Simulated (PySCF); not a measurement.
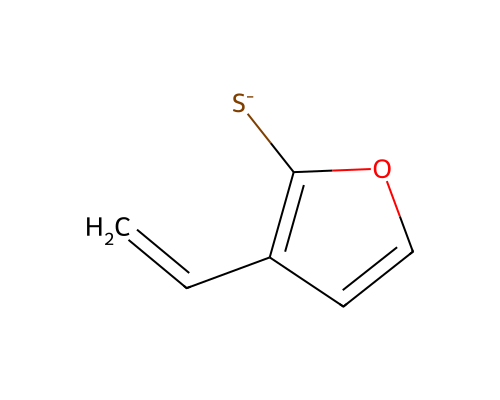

A structural formula. State: charge −1, singlet.

Question: Transcribe the drawing into SMILES.

Answer: C=Cc1ccoc1[S-]

Question: Give the formula, hydrogens included.

Answer: C6H5OS, charge -1.

Question: An optimisation with GFN2-xTB gave a structure of which point group?

Answer: Cs. Other conformers may differ.

More results for the same structure follow; atom numbers are the same in all pictures, views and colours differ. Computed geometry: GFN2-xTB optimisation. No frequency run is at hand to confirm it as a minimum.

## Geometry

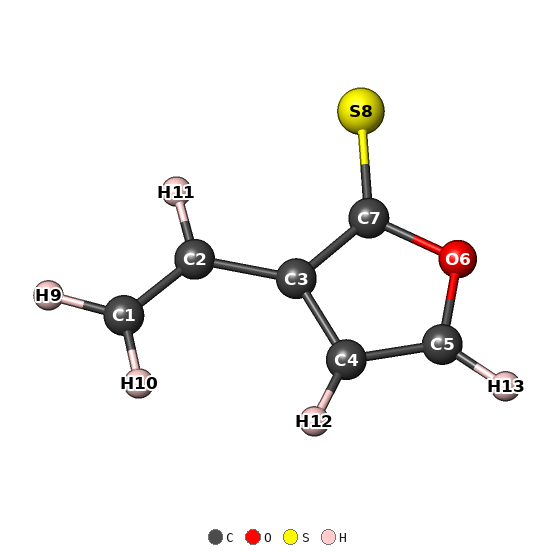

The atoms are numbered. No frequency run is at hand to confirm it as a minimum.

Question: Describe the coordination of atom 2.

Answer: C2 has 3 neighbours (C1 at 1.34, C3 at 1.43, H11 at 1.08 Å); the arrangement is trigonal planar.

Question: What is the geometry at O6?

Answer: O6 has 2 neighbours (C5 at 1.36, C7 at 1.37 Å); the arrangement is bent.

Question: Describe the coordination of atom 3.

Answer: C3 has 3 neighbours (C2 at 1.43, C4 at 1.43, C7 at 1.40 Å); the arrangement is trigonal planar.

Question: What is the geometry at C7?

Answer: C7 has 3 neighbours (C3 at 1.40, O6 at 1.37, S8 at 1.68 Å); the arrangement is trigonal planar.

Question: What is the dihedral angle C1–C2–C3–C4?

Answer: 0° in size, that is syn (eclipsed).

## NMR shielding

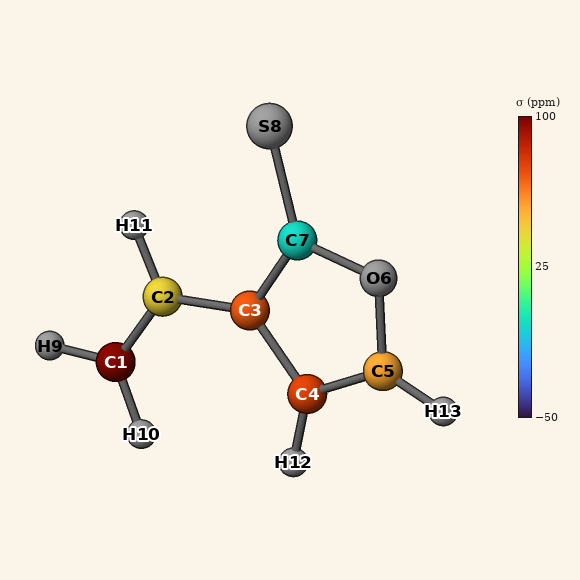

Atoms are coloured by their isotropic NMR shieldings (C only, the others grey). No frequency run is at hand to confirm it as a minimum. Level of theory: GIAO PBE0/pcSseg-1 NMR shielding, non-relativistic, gas phase (PySCF 2.14.0).

Question: Which C atom is the most shielded (lowest chemical shift)?

Answer: C1 (96.9 ppm).

Question: Which C atom is the least shielded (highest chemical shift)?

Answer: C7 (−3.3 ppm).

Question: How wide is the range of C shifts?

Answer: 100.2 ppm.

Give the isotropic NMR shieldings of the C atoms atom by atom.

| atom | σ (ppm) |
| --- | --- |
| C1 | 96.9 |
| C2 | 42.7 |
| C3 | 69.9 |
| C4 | 74.9 |
| C5 | 54.3 |
| C7 | −3.3 |

## Electronic properties

No frequency run is at hand to confirm it as a minimum. Method: PBE0/def2-SVPD, gas phase (PySCF 2.14.0).

Question: What is the HOMO energy (Kohn–Sham orbital)?

Answer: −0.58 eV.

Question: What is the mean static polarisability?

Answer: 122.7 bohr³.

## Quadrupole coupling

No frequency run is at hand to confirm it as a minimum. Electric field gradients from the ground-state density, PBE0/pcSseg-1 (PySCF 2.14.0), non-relativistic apart from any core potentials.

Give the largest field-gradient component, the quadrupole coupling constant and the asymmetry for 17O at O6 (Q = −25.6 mb), 33S at S8 (Q = −67.81 mb), 2H at H9 (Q = 2.86 mb), 2H at H10 (Q = 2.86 mb).

```json
{"atom": "O6", "V_zz (a.u.)": "1.495", "e²qQ/h (MHz)": "−8.99", "η": "0.25"}
{"atom": "S8", "V_zz (a.u.)": "2.282", "e²qQ/h (MHz)": "−36.4", "η": "0.47"}
{"atom": "H9", "V_zz (a.u.)": "0.346", "e²qQ/h (MHz)": "0.232", "η": "0.09"}
{"atom": "H10", "V_zz (a.u.)": "0.345", "e²qQ/h (MHz)": "0.232", "η": "0.09"}
```
